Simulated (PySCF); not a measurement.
C$_{4}$H$_{11}$F$_{2}$NSi

The calculation's input:

```
{"job": {"kind": "nmr", "xc": "PBE0", "basis": "pcSseg-1"}, "charge": 0, "multiplicity": 1}
F     -3.633371    -0.940816    -0.106637
C     -2.769524     0.086006     0.172194
C     -1.624016     0.126552    -0.838449
F     -1.950642     1.028899    -1.836116
C     -0.292239     0.547952    -0.224542
C      0.395620    -0.588557     0.544782
N      1.648965    -0.192568     1.129614
Si     3.133022    -0.128568     0.257035
H     -2.399221    -0.085193     1.186550
H     -3.346561     1.014696     0.127664
H     -1.538312    -0.848481    -1.334427
H      0.366698     0.868588    -1.033519
H     -0.451204     1.403400     0.437150
H      0.593024    -1.416634    -0.139457
H     -0.267849    -0.956295     1.336711
H      1.516928     0.485018     1.865558
H      3.284459    -1.450881    -0.347696
H      3.197909     0.886129    -0.807319
H      4.126511     0.170004     1.283214
```

Command:

```sh
OMP_NUM_THREADS=1 python probes_run.py task.json out
```

Geometry: GFN2-xTB.

Level of theory: PBE0/pcSseg-1, SCF density, gas phase, non-relativistic in PySCF.

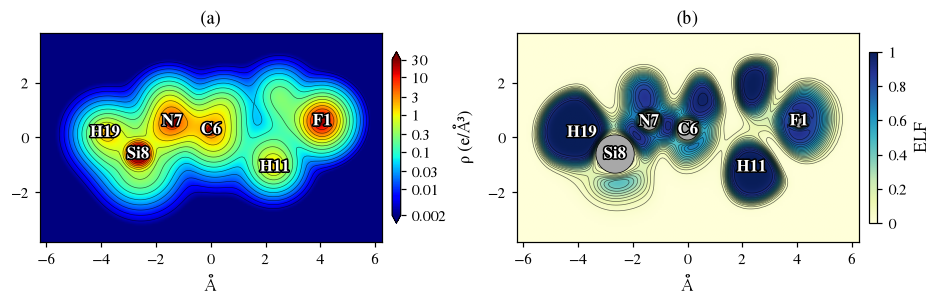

Figure 1. (a) total electron density; (b) ELF on the plane of atoms N7, Si8 and H19. Grey discs cover the atomic cores in the ELF map.

> Describe what can be read from this map.

The section cuts through F, C, N, Si and H sites.
C–N (1.44 Å): ρ is about 1.9 e/Å³ halfway; the ELF peaks at about 0.90 between the atoms, as expected for a covalent bond.
Si–N (1.72 Å): ρ at the midpoint is about 1.1 e/Å³; the ELF peaks at about 0.90 between the atoms; a shared but strongly polarised pair.
Si–H (1.46 Å): ρ at the midpoint is about 0.82 e/Å³; the ELF climbs to about 1 towards the hydrogen, as it does in any bond to H.
The ELF also peaks beside F1, away from the bonds: lone-pair regions.

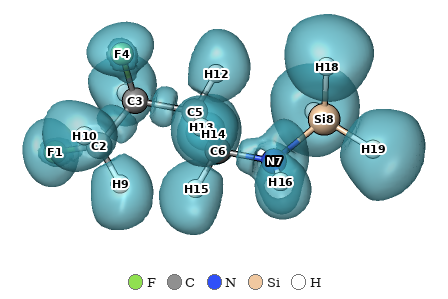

Figure 2. Isosurface of the ELF at 0.75 (cyan), seen at a tilt. Core shells and regions of very low density are left out.

> Identify the bonds, lone pairs and shells in this picture.

At this value the surface marks out three regions between bonded C–C atoms (shared pairs), ten regions around hydrogen nuclei, two regions on F in which the atom's valence shell and bonds are merged and one joined region spread over several atoms (H, N), in which their bonds and any lone pairs are merged. Profiles from the grid: C–F (1.37 Å): the ELF peaks at about 0.85 between the atoms; a shared but strongly polarised pair.

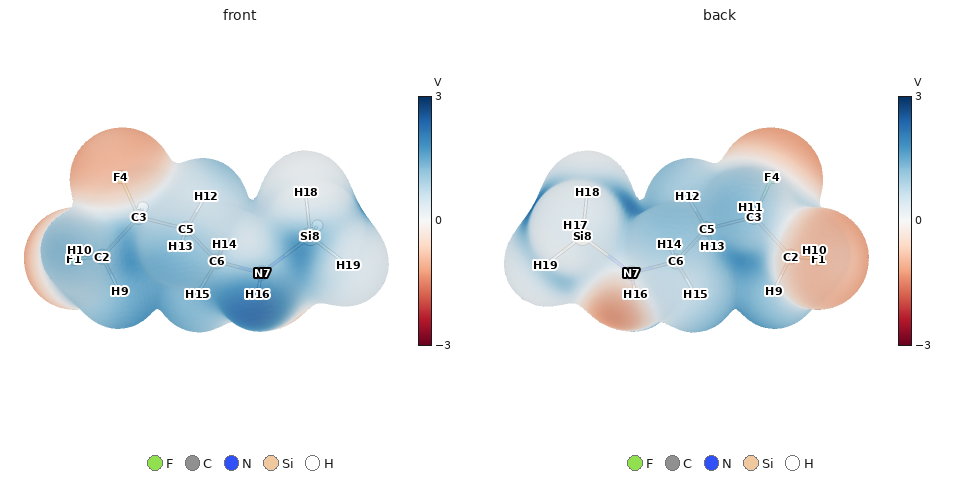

Figure 3. The molecular electrostatic potential painted on the density surface at 0.004 e/bohr³, seen from the front and from behind; the colour scale runs from red (negative) to blue (positive).

> Describe the electrostatic potential map.

The most negative region (about −1.2 V, or −28 kcal/mol for a unit charge) lies over F4 and N7, the most positive (about +2.3 V, or +53 kcal/mol for a unit charge) over Si8 and H16.

> How polar is the molecule by this calculation?

Its dipole moment is 2.26 D.
